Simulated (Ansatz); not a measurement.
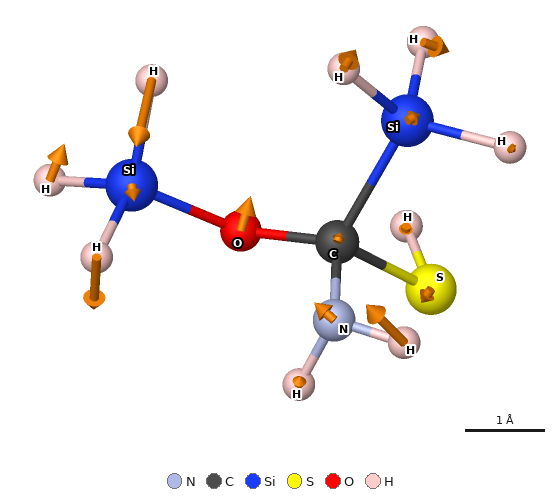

A relaxation of CH9NOSSi2. The starting structure is drawn; orange arrows show the displacements, at their true length. The two geometries are superimposed by the best rigid fit.

A ball-and-stick model, seen face on.

The run prepares an end point of a later path (inversion) calculation, from a guessed geometry.

The calculation used Ansatz, RKS PBE0-D4/def2-SVP. (no spin polarisation; force threshold 0.015 eV/Å; at most 40 steps)

What happened in the run?

The atom that moves furthest after the best rigid fit is an H atom (1.26 Å). By element the largest moves are H 1.26 Å, O 0.47 Å, N 0.35 Å, S 0.24 Å, Si 0.23 Å, C 0.14 Å. Near-neighbour distances that change, for instance: N–Si 3.284 → 2.794 Å, C–S 1.807 → 1.864 Å, H–N 0.959 → 1.016 Å, H–S 1.307 → 1.350 Å. Bond angles that change, for instance: Si–C–O 119.7° → 108.3°, C–N–H 102.2° → 112.6°, Si–C–S 101.1° → 107.5°. Groups turn about C–O by about 40°, C–N by about 35°. Over 14 accepted moves (16 points after the start) the energy falls by 14.6 kcal/mol. The largest force component goes from 4.7 to 0.0078 eV/Å. The line search rejected the trial steps at points 3, 11 of the run. Cost: 77 s on 2 threads of Intel(R) Xeon(R) Platinum 8488C (Sapphire Rapids) (shared host), peak memory 0.44 GiB.
